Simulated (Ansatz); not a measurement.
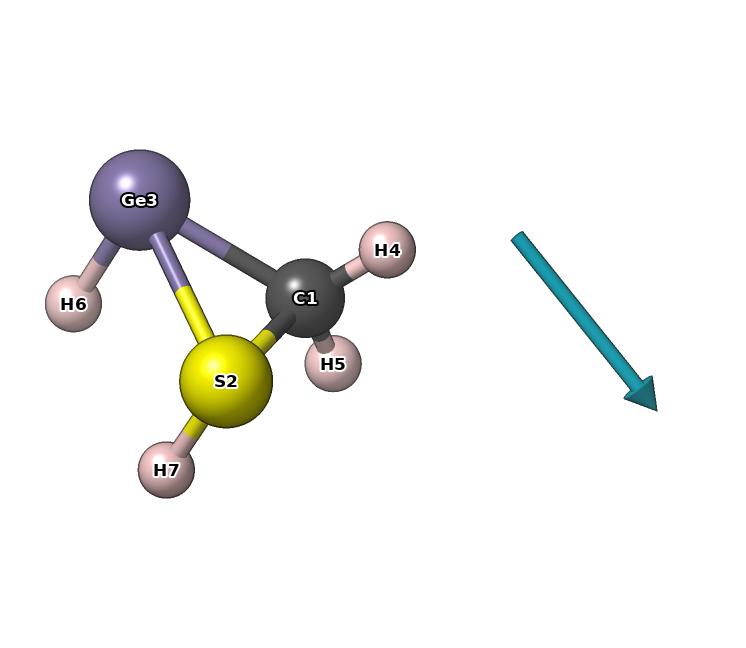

The arrow beside the molecule shows the direction of the dipole moment, from the negative to the positive end (its length means nothing). Computed geometry: PBE0-D4/def2-TZVP optimisation. No frequency run is at hand to confirm it as a minimum. Properties computed with RKS PBE0-D4/def2-TZVP (Ansatz 0.2.0).

How large is the dipole moment?

1.90 D; it points from the side of Ge3 to the side of H5 (the outermost atoms at the two ends).
